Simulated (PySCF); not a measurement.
**OH− (hydroxide): levels of theory compared**

Aim: a comparison of 6 runs (SVWN5/6-31G*, wB97X-V/6-31G*, BCCD(T)/6-31G*, CCSDT/6-31G*, CCSDTQ/6-31G*, QCISD(T)/6-31G*) of OH− (hydroxide). Input form: a Python script.

Program for the calculation: PySCF 2.14.0.

2 further runs of the same task are left out: 2 set aside as unsound or not needed.

## (1) Starting point

OH−: 2 atoms, total charge -1, spin state singlet. SMILES: `[OH-]`. The shape is that of a PBE0-D4/def2-TZVPD optimisation.

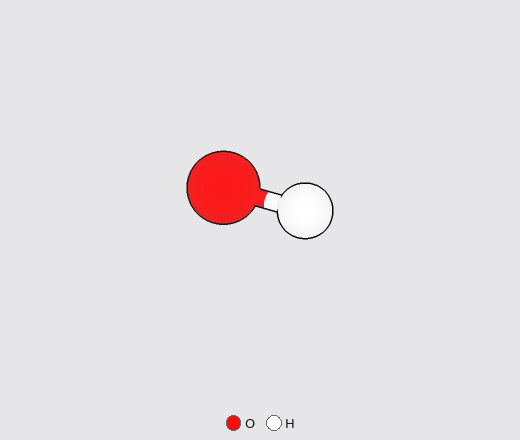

The structure, seen from a chosen angle (oxygen red, hydrogen white).

## (2) The energy at SVWN5/6-31G(d) (spherical functions) (run 1)

run.py

```python
from pyscf import gto, dft

mol = gto.Mole()
mol.atom = '''
O    0.411800  -0.131800   0.212500
H   -0.411800   0.131800  -0.212500
'''
mol.max_memory = 1860
mol.basis = '6-31g*'
mol.charge = -1
mol.verbose = 4
mol.build()

mf = dft.RKS(mol)
mf.xc = 'svwn'
mf.grids.level = 5
mf.conv_tol = 1e-10
mf.kernel()
if not mf.converged:
    mf = mf.newton().run(mf.mo_coeff, mf.mo_occ)

e_final = mf.e_tot
print('Final energy', e_final)
```

Started as:

```
$ OMP_NUM_THREADS=1 python run.py
```

Output:

```text
PySCF version 2.14.0

[... 70 lines left out ...]
converged SCF energy = -75.1549227880678
Final energy -75.15492278806782
```

Run time: 1.4 s. Hardware: 1 thread of Arm Neoverse V1, shared host; peak memory 0.12 GiB.

## (3) The energy at wB97X-V/6-31G(d) (spherical functions) (run 2)

run.py

```python
from pyscf import gto, dft

system = gto.Mole()
system.atom = '''
O      0.778189    -0.249066     0.401567
H     -0.778189     0.249066    -0.401567
'''
system.spin = 0
system.unit = 'bohr'
system.max_memory = 1860
system.verbose = 3
system.charge = -1
system.basis = '6-31g*'
system.build()

calc0 = dft.RKS(system)
calc0.xc = 'wb97x-v'
calc0.conv_tol = 1e-10
calc0.nlcgrids.level = 1
calc0.grids.level = 5
calc0.kernel()
if not calc0.converged:
    calc0 = calc0.newton().run(calc0.mo_coeff, calc0.mo_occ)

energy = calc0.e_tot
print('E = %.10f Eh' % energy)
```

Started as:

```
$ OMP_NUM_THREADS=1 python run.py
```

Output:

```text
converged SCF energy = -75.6867978840103
E = -75.6867978840 Eh
```

It took 3.6 s on 1 thread of Arm Neoverse V1, shared host; peak memory 0.15 GiB.

Runs 3 to 5 aren't shown in full; the table further down has their settings and results.

## (4) A single-point energy at QCISD(T)/6-31G(d) (spherical functions) (run 6)

run.py

```python
from pyscf import gto, cc

mol = gto.M(
    atom=[
    ('O', (0.411800, -0.131800, 0.212500)),
    ('H', (-0.411800, 0.131800, -0.212500)),
],
    charge=-1,
    max_memory=1860,
    verbose=4,
    basis='6-31g*',
)

hf = mol.RHF()
hf.conv_tol = 1e-10
hf.kernel()
if not hf.converged:
    hf = hf.newton().run(hf.mo_coeff, hf.mo_occ)

mycc = cc.QCISD(hf, frozen=1)
mycc.kernel()
e_t = mycc.qcisd_t()
e_final = mycc.e_tot + e_t
print('Final energy', e_final)
```

Started as:

```
$ OMP_NUM_THREADS=1 python run.py
```

Output:

```text
PySCF version 2.14.0

[... 52 lines left out ...]
converged SCF energy = -75.3243059460677
[... 11 lines left out ...]
Init t2, MP2 energy = -75.5088810317964  E_corr(MP2) -0.18457508572877
[... 10 lines left out ...]
QCISD converged
[... 2 lines left out ...]
Final energy -75.51734400783425
```

Wall time 1 s (1 thread of Arm Neoverse V1, shared host); peak memory 0.11 GiB.

## (5) All runs side by side

```
run                                  level  nlc grid  integration grid  energy (Eh)  HOMO energy (eV)  LUMO energy (eV)  HOMO–LUMO gap (eV)  wall time
  1     SVWN5/6-31G* (spherical functions)         –                 5   -75.154923              6.05             10.65                4.60      1.4 s
  2   wB97X-V/6-31G* (spherical functions)         1                 5   -75.686798              1.50             14.18               12.68      3.6 s
  3   BCCD(T)/6-31G* (spherical functions)         –                 –   -75.517296                 –                 –                   –        1 s
  4     CCSDT/6-31G* (spherical functions)         –                 –   -75.517415             -0.96             15.42               16.38      1.1 s
  5    CCSDTQ/6-31G* (spherical functions)         –                 –   -75.518012             -0.96             15.42               16.38    2.2 min
  6  QCISD(T)/6-31G* (spherical functions)         –                 –   -75.517344             -0.96             15.42               16.38        1 s
```

## (6) What came out

| quantity | value |
| --- | --- |
| run 6: total energy | -75.51734 Eh |
| run 6: HOMO energy (Hartree–Fock orbitals) | -0.96 eV |
| run 6: LUMO energy (Hartree–Fock orbitals) | 15.42 eV |
| run 6: HOMO–LUMO gap (to an unbound level, set by the basis) | 16.38 eV |
| run 6: correlation energy (1 core orbital frozen) | -193.0 mEh |
| run 6: (T) correction | -1.40 mEh |
| run 6: T1 diagnostic | 0.005 |

Totals of different functionals can't be ranked against each other. In runs 1, 2 the HOMO lies above zero, so the outermost electron may be held by the basis alone. All runs together took 2.4 min, the longest 2.2 min.
